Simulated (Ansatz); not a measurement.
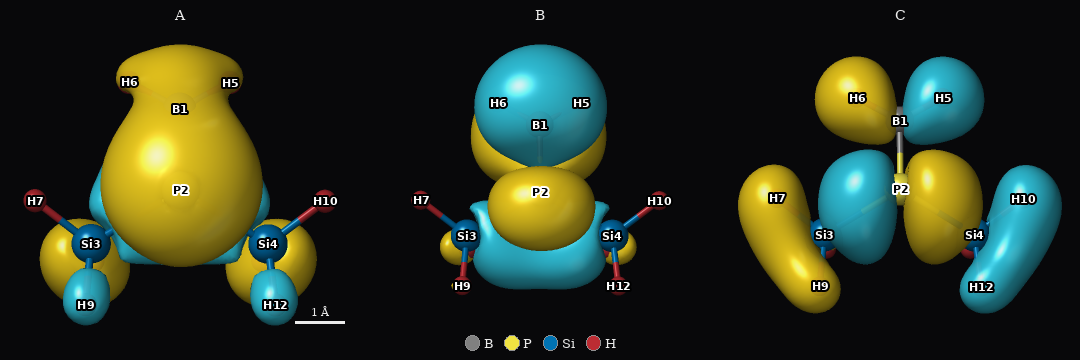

BH₈PSi₂ (SMILES BP([SiH3])[SiH3]). Three frontier orbitals at ±0.06 Å⁻³ᐟ² (yellow and cyan are the two phases), in no order.

Geometry: B3LYP-D3(BJ)/def2-SVP.

Level of theory: isolated molecule in a Gaussian basis; Kohn-Sham density functional theory, functional PBE0 (Ansatz 0.2.0).

```xyz
12

B     0.5900    1.7968    0.9685
P     0.5212   -0.0167    0.5753
Si   -1.4658   -0.8009    1.2942
Si    0.6109   -0.2382   -1.6658
H     1.2556    2.5267    0.2794
H     0.0679    2.2038    1.9746
H    -1.6033   -0.3974    2.7206
H    -2.6083   -0.2612    0.5015
H    -1.4704   -2.2866    1.1796
H     1.8051    0.5196   -2.1310
H    -0.6146    0.2836   -2.3375
H     0.7573   -1.6822   -2.0034
```

Which picture is the HOMO−1, the HOMO and the LUMO?

Answer. C is the HOMO−1 (−8.57 eV). It lies mainly on P2 (about 30 %), Si3 (about 15 %), Si4 (about 15 %), B1 (about 10 %), H5 (about 5 %) and H6 (about 5 %). A is the HOMO (−7.31 eV). It lies mainly on P2 (about 60 %), B1 (about 15 %) and Si4 (about 5 %). B is the LUMO (−1.90 eV). It lies mainly on B1 (about 50 %), P2 (about 20 %), Si3 (about 5 %) and Si4 (about 5 %).

What is the HOMO–LUMO gap?

Answer. 5.41 eV between the orbital energies.
